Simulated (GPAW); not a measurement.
# A workflow on GaF (SMILES [F][Ga])

Wanted: a structure relaxation (C09-vdW/plane waves), then vibrational wavenumbers (C09-vdW/plane waves) of GaF. The job is set up through an ASE script.

The calculation is run with GPAW 26.7.0.

2 further runs of the same task are left out: 2 set aside as unsound or not needed. Runs told in other sessions of the task aren't counted.

## Step 1: The molecule

GaF has 2 atoms, charge 0, and is taken as a singlet. SMILES: `[F][Ga]`. Geometry: a GFN2-xTB relaxation, a rough one for these elements and not checked as a minimum. The run starts from this shape.

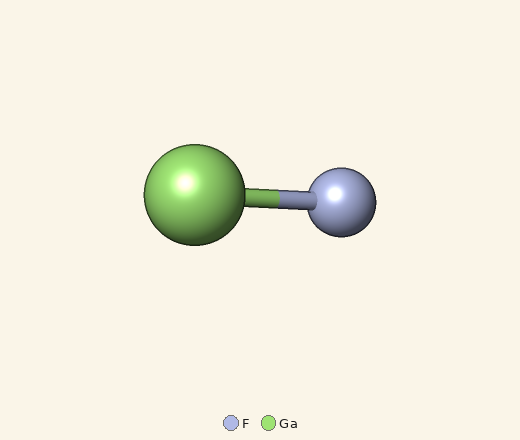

Viewed from a chosen angle; fluorine light blue, gallium green.

## Step 2: A structure relaxation at C09-vdW/plane waves (scalar-relativistic datasets, plane-wave cutoff 500 eV) (run 1)

gs.xyz reads:

```xyz
2

F      0.000000     0.000000     0.000000
Ga     0.000000     0.000000     1.799150
```

gs_relax.py reads:

```python
from ase.io import read, write
from ase.optimize import FIRE2
from gpaw import GPAW, PW

# Structure
molecule = read('gs.xyz')
molecule.set_cell([11.0, 11.0, 11.0])
molecule.center()

# Calculator
gpaw_calc = GPAW(mode=PW(500),
                 xc={'name': 'C09-vdW', 'backend': 'libvdwxc'},
                 maxiter=150,
                 symmetry='off',
                 txt='-')
molecule.calc = gpaw_calc

opt = FIRE2(molecule, trajectory='gs.traj')
converged = opt.run(fmax=0.05, steps=100)
print('Converged:', converged)
print(f'Final energy = {molecule.get_potential_energy():.5f} eV')
print(f'r(Ga1-F0)               {molecule.get_distance(1, 0):.4f} Ang')
write('relaxed.xyz', molecule)
```

Command:

```sh
$ OMP_NUM_THREADS=1 python gs_relax.py
```

The log of the run:

```text
[...]
  mode=PW(ecut=500.0),
[...]
Number of symmetries: 1
[...]
  Number of IBZ points: 1
[...]
Cutoff: 500.0 eV
Spin-components: 1 (collinear spins)
Bands:           8
[...]
  Valence electrons: 10.0
[...]
  Grid points: [60 60 60]
  Charge: 0.0  # |e|
[...]
    cutoffs:
[...]
occupation numbers:
  # Zero width
[...]
xc functional:
  name: vdW-C09 with libvdwxc
[...]
|iter     |     time |      energy | eigst |  dens |
[...]
|iter:   1| 00:00:06 |   22.529610 | -0.41 |       |
[...]
Converged in 10 steps
[...]
dipole moment: (-0.000080, -0.000080, 0.510654)  # |e|*Ang
Fermi level: -4.340
[...]
Converged in 8 steps
[...]
Converged in 9 steps
[...]
Converged in 7 steps
[...]
|iter:   2| 00:02:29 |   23.696711c| -8.28c| -4.63c|
Converged in 2 steps
[...]
Energy contributions relative to reference atoms: (reference = -55598.752314)
Energy contributions:
  Kinetic:          11.208151
  Coulomb:         -11.697866
  Zero:              0.258020
  External:          0.000000
  Xc:               23.928405
  Entropy:           0.000000
  Spinorbit:         0.000000
  ----------------------------
  Free energy:      23.696711
  Extrapolated:     23.696711
dipole moment: (-0.000392, -0.000392, 0.574853)  # |e|*Ang
Fermi level: -4.412
Eigenvalues  # (at kpt = [0.000, 0.000, 0.000])
| band index |      eig [eV] | occ [0-2] |
|------------|---------------|-----------|
|          0 |       -26.683 |     2.000 |
|          1 |       -10.295 |     2.000 |
|          2 |        -8.118 |     2.000 |
|          3 |        -8.118 |     2.000 |
|          4 |        -6.771 |     2.000 |
|          5 |        -2.053 |     0.000 |
|          6 |        -2.053 |     0.000 |
|          7 |        -0.429 |     0.000 |
Gap: 4.718 eV
Transition (v -> c):
[...]
Forces  # eV/Ang
|       x |        y |        z |
|---------|----------|----------|
| 0.00000 | -0.00000 |  0.02311 |  # F    0
| 0.00000 | -0.00000 | -0.00927 |  # Ga   1
Force computation time: 0.298  # s
FIRE2:    3 hh:mm:ss       23.696711        0.023112
Converged: True
Final energy = 23.69671 eV
r(Ga1-F0)               1.8462 Ang
```

Run time: 2.5 min. Hardware: 1 thread of Intel Xeon Platinum 8175M at 2.50GHz (Skylake/Cascade Lake), shared host; peak memory 0.85 GiB.

Steps, from the record of the run:

| step | energy from the first frame kept (eV) | largest force (eV/Å) |
| --- | --- | --- |
| 0 | 0.0000 | 1.1171 |
| 1 | -0.0183 | 0.5453 |
| 2 | -0.0238 | 0.1872 |
| 3 | -0.0246 | 0.0231 |

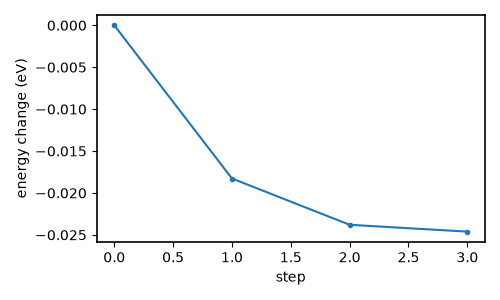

Energy along the run.

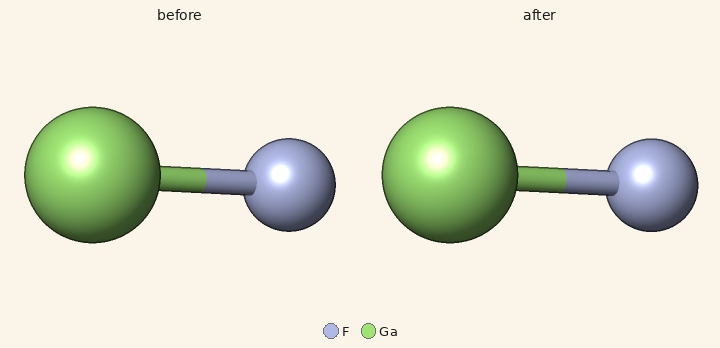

Before and after, at one scale.

After the run. Bond lengths: F1–Ga2 1.846 Å.

## Step 3: The harmonic vibrations at C09-vdW/plane waves (scalar-relativistic datasets, plane-wave cutoff 500 eV, shape linear) (run 2)

relaxed.xyz reads:

```xyz
2
Lattice="11.0 0.0 0.0 0.0 11.0 0.0 0.0 0.0 11.0" Properties=species:S:1:pos:R:3:magmoms:R:1:forces:R:3 free_energy=23.69671054246517 energy=23.69671054246517 dipole="-0.00039165613542618556 -0.00039165613542618556 0.5748527051492344" magmom=0.0 pbc="F F F"
F        5.50000000       5.50000000       4.57702714       0.00000000       0.00000000      -0.00000000       0.02311168
Ga       5.50000000       5.50000000       6.42320641       0.00000000       0.00000000      -0.00000000      -0.00927152
```

FGa.py reads:

```python
from ase.io import read
from ase.thermochemistry import IdealGasThermo
from ase.vibrations import Vibrations
from gpaw import GPAW, PW

atoms = read('relaxed.xyz')

gpaw_calc = GPAW(mode=PW(500),
                 xc={'name': 'C09-vdW', 'backend': 'libvdwxc'},
                 symmetry='off',
                 maxiter=150,
                 convergence={'density': 1e-05},
                 txt='FGa.txt')
atoms.calc = gpaw_calc

energy = atoms.get_potential_energy()
vib = Vibrations(atoms, delta=0.02, nfree=4)
vib.run()
vib.summary()
freqs = vib.get_frequencies()
zpe = vib.get_zero_point_energy()

thermo = IdealGasThermo(vib_energies=vib.get_energies(), potentialenergy=energy, atoms=atoms, geometry='linear',
                        symmetrynumber=1, spin=0.0, ignore_imag_modes=True)
H = thermo.get_enthalpy(298.15, verbose=False)
S = thermo.get_entropy(298.15, 101325.0, verbose=False)
G = thermo.get_gibbs_energy(temperature=298.15, pressure=101325.0)
```

Command:

```sh
$ python FGa.py > FGa.log
```

The log of the run:

```text
---------------------
  #    meV     cm^-1
---------------------
  0    0.4i      3.1i
  1    0.2i      1.7i
  2    2.3      18.7
  3   11.1      89.7
  4   11.2      90.1
  5   76.1     614.2
---------------------
Zero-point energy: 0.050 eV
Enthalpy components at T = 298.15 K:
===============================
Enthalpy components at T = 298.15 K:
===============================
E_pot                 23.697 eV
E_ZPE                  0.038 eV
Cv_trans (0->T)        0.039 eV
Cv_rot (0->T)          0.026 eV
Cv_vib (0->T)          0.004 eV
-------------------------------
U                     23.803 eV
===============================
(C_v -> C_p)           0.026 eV
-------------------------------
H                     23.829 eV
===============================

Entropy components at T = 298.15 K and P = 101325.0 Pa:
=================================================
{"":15s}{"S":13s}     {"T*S:13s}
S_trans (1 bar)    0.0017080 eV/K        0.509 eV
S_rot              0.0006410 eV/K        0.191 eV
S_elec             0.0000000 eV/K        0.000 eV
S_vib              0.0000185 eV/K        0.006 eV
S (1 bar -> P)    -0.0000011 eV/K       -0.000 eV
-------------------------------------------------
S                  0.0023663 eV/K        0.706 eV
=================================================

Free energy components at T = 298.15 K and P = 101325.0 Pa:
=======================
    H         23.829 eV
 -T*S         -0.706 eV
-----------------------
    G         23.123 eV
=======================
```

FGa.txt (excerpt; [...] marks lines left out):

```text
[...]
  mode=PW(ecut=500.0),
[...]
Converged in 11 steps
[...]
dipole moment: (-0.000080, -0.000080, 0.575113)  # |e|*Ang
[...]
Converged in 10 steps
[...]
dipole moment: (-0.000077, -0.000077, 0.602407)  # |e|*Ang
[...]
|iter     |     time |      energy | eigst |  dens |
[...]
|iter:   1| 00:15:15 |   23.710918 | -2.73 |       |
[...]
|iter:   9| 00:15:42 |   23.712227c| -8.08c| -5.31c|
Converged in 9 steps
[...]
Energy contributions relative to reference atoms: (reference = -55598.752314)
Energy contributions:
  Kinetic:           8.757887
  Coulomb:          -9.570441
  Zero:              0.251973
  External:          0.000000
  Xc:               24.272809
  Entropy:           0.000000
  Spinorbit:         0.000000
  ----------------------------
  Free energy:      23.712227
  Extrapolated:     23.712227
dipole moment: (-0.000076, -0.000076, 0.629637)  # |e|*Ang
Fermi level: -4.468
Eigenvalues  # (at kpt = [0.000, 0.000, 0.000])
| band index |      eig [eV] | occ [0-2] |
|------------|---------------|-----------|
|          0 |       -26.455 |     2.000 |
|          1 |       -10.161 |     2.000 |
|          2 |        -7.919 |     2.000 |
[... 4 lines of this table left out ...]
|          7 |        -0.432 |     0.000 |
Gap: 4.700 eV
Transition (v -> c):
[...]
Forces  # eV/Ang
|       x |       y |        z |
|---------|---------|----------|
| 0.00000 | 0.00000 |  0.75049 |  # F    0
| 0.00000 | 0.00000 | -0.73856 |  # Ga   1
Force computation time: 0.272  # s
timing:  # [seconds]
  Total:  943.033  # ━━━━━━━━━━━━━━━━━━━━━━━━━━━━━━━━━━━━━━━━━━━━━━━━━━━━━━━━
  Init:     6.898  # ╸
  SCF:    837.874  # ━━━━━━━━━━━━━━━━━━━━━━━━━━━━━━━━━━━━━━━━━━━━━━━━━━
  Forces:   7.593  # ╸
  Move:    89.314  # ━━━━━╸
```

Run time: 16 min. Hardware: 1 thread of Intel Xeon Platinum 8175M at 2.50GHz (Skylake/Cascade Lake), shared host; peak memory 0.9 GiB.

## Step 4: Summary of results

```
                                                                                           quantity             value
                 run 1, C09-vdW/plane waves: energy as printed (from the program's reference atoms)        23.6967 eV
                                                          run 1, C09-vdW/plane waves: dipole moment            2.76 D
              run 1, C09-vdW/plane waves: HOMO energy (shifted to the vacuum level, unlike the log)          -6.97 eV
              run 1, C09-vdW/plane waves: LUMO energy (shifted to the vacuum level, unlike the log)          -2.25 eV
                                                          run 1, C09-vdW/plane waves: HOMO–LUMO gap           4.72 eV
                                                            run 1, C09-vdW/plane waves: bond length           1.846 Å
                                                    run 2, C09-vdW/plane waves: harmonic wavenumber          614 cm⁻¹
                                                      run 2, C09-vdW/plane waves: zero-point energy        3.7 kJ/mol
run 2, C09-vdW/plane waves: ideal-gas entropy at 298.15 K and 101325 Pa (symmetry number 1 as used)  54.6 cal/(mol K)
```

What this shows: The optimisation (run 1, C09-vdW/plane waves) took 3 steps and changed the energy by -0.025 eV. The one mode (run 2, C09-vdW/plane waves) is real, so the shape is a minimum at this level.
